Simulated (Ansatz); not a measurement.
Input file:

```
crystal:
  periodic: [false, false, false]
  atoms:
    - {symbol: O, position_ang: [-1.619097, 0.784607, -0.511571]}
    - {symbol: C, position_ang: [-0.546645, 1.093336, 0.363131]}
    - {symbol: Si, position_ang: [0.452483, -0.430755, 0.884316]}
    - {symbol: P, position_ang: [1.172977, -1.645512, -0.878155]}
    - {symbol: H, position_ang: [-1.259574, 0.330930, -1.279305]}
    - {symbol: H, position_ang: [0.124227, 1.851169, -0.067055]}
    - {symbol: H, position_ang: [-0.993606, 1.544921, 1.253718]}
    - {symbol: H, position_ang: [1.652519, -0.005728, 1.657165]}
    - {symbol: H, position_ang: [-0.371491, -1.342459, 1.721380]}
    - {symbol: H, position_ang: [-0.112327, -1.726811, -1.482740]}
    - {symbol: H, position_ang: [1.565933, -0.510597, -1.640186]}
basis:
  gaussian: {orbitals: def2-TZVPP}
hamiltonian: {xc: pbe0, dispersion: d4}
output: {orbitals: {seedname: orbitals}}
```

Command:

```sh
ansatz run in.yaml --threads 4 --pin off --events-out ev --progress --plain --max-ram 10444MiB
```

Geometry: PBE0-D4/def2-TZVP.

Theory: Ansatz, RKS PBE0-D4/def2-TZVPP.

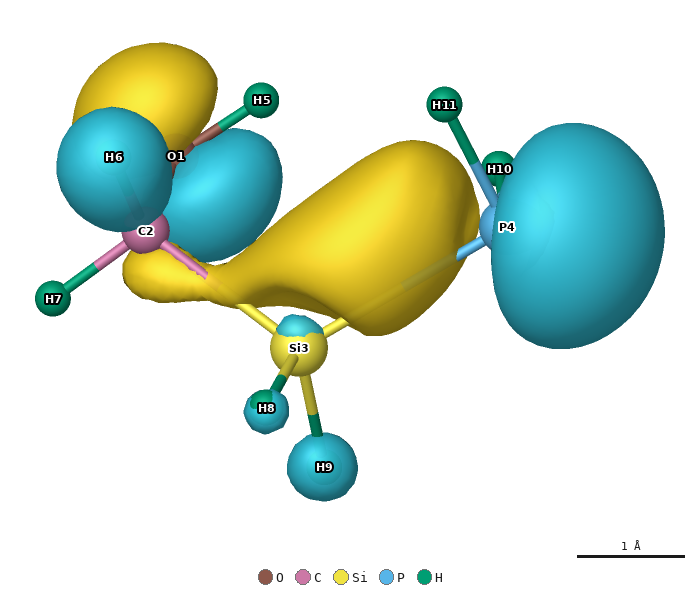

CH7OPSi (SMILES OC[SiH2]P). The HOMO−1 at ±0.15 Å⁻³ᐟ² (yellow and cyan are the two phases), seen at a tilt.

### What is the character of this orbital?

Its weight (Hirshfeld) is mainly on P4 (about 35 %), O1 (about 30 %), Si3 (about 15 %) and C2 (about 5 %). Its energy is −7.96 eV.
